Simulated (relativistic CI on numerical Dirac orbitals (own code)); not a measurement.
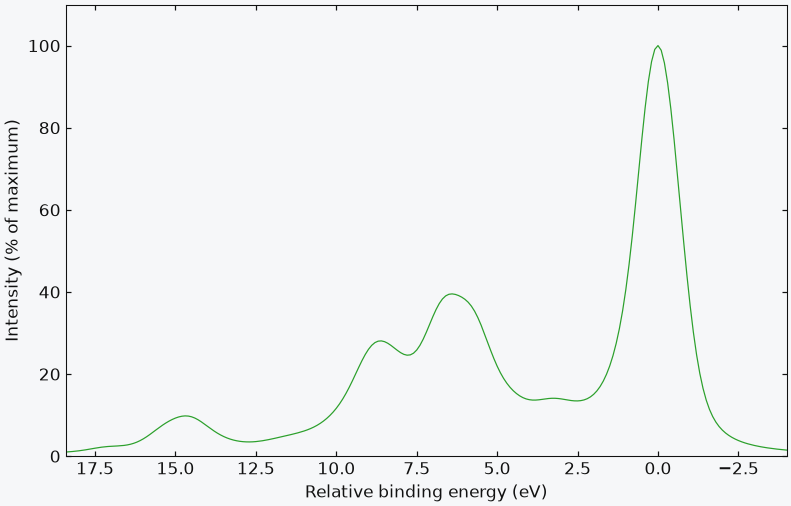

2p photoemission of nominal Ti³⁺ (d¹) with Δ = 5, U_dd = 5.2, U_pd = 7.1, 10Dq = 1.45 (ligand 0.7), V(eg) = 2.35, V(t2g) = −1.25 eV, final-state hopping scaled by 0.8. Charge-transfer multiplet model of a cubic metal–ligand cluster, up to 2 ligand holes (L), atomic integrals computed for Dirac–Coulomb–Breit ions and scaled by 0.8, 20 K, Voigt broadening (Lorentzian 0.6 eV, Gaussian 0.8 eV). Energies are counted from the highest peak in the lower part of the range.

Question: Describe the spectrum and the ground state.

Answer: The main maxima lie at 0.0 eV (100), 6.4 eV (40), 8.6 eV (28) and 14.7 eV (10), heights in % of the largest. The ground state is 58 % d¹, 37 % d²L and 5 % d³L², with 1.47 d electrons and S = 0.50.
